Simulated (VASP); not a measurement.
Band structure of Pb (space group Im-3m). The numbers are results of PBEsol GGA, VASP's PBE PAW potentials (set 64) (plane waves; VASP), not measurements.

Unless said otherwise, spin-orbit coupling is left out, though it shifts the bands of the heavy elements here.

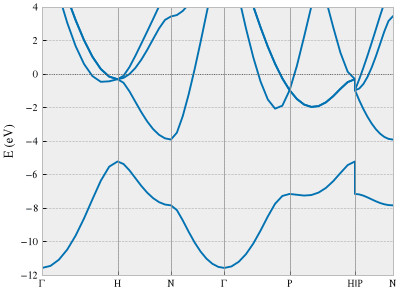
Figure. Bands along high-symmetry lines, zero at the valence-band maximum or, without a gap, the Fermi level

### Question
Read the plot: is there a gap, and where are the band edges?

### Answer
It has no gap at this level: it comes out as a metal or semimetal.

The structure comes from a computed database's Pb entry (Im-3m); how it stands against other phases isn't given here. The cell was not relaxed at this level.
